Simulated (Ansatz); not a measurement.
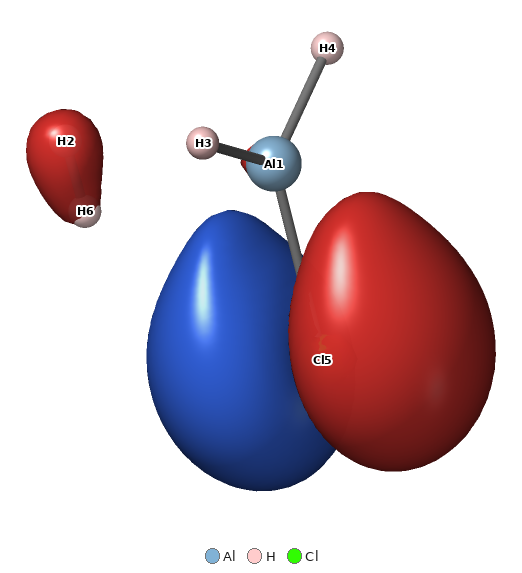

AlClH2···H2. The HOMO−1 at ±0.1 Å⁻³ᐟ² (red and blue are the two phases), seen at a tilt.

Method: RKS B3LYP-D4/def2-SVP (Ansatz 0.2.0).

```xyz
6

Al    0.0249   -0.6098   -0.2342
H     0.0064    0.2512    1.9839
H     1.4007    0.1218   -0.4666
H    -1.3855    0.0543   -0.4620
Cl    0.0764   -2.6956    0.1698
H     0.0261   -0.5028    2.1072
```

> Where does this orbital lie, and at what energy?

By Hirshfeld shares it lies mainly on Cl5 (about 90 %); largely a lone pair of Cl5. Its energy is −8.78 eV.
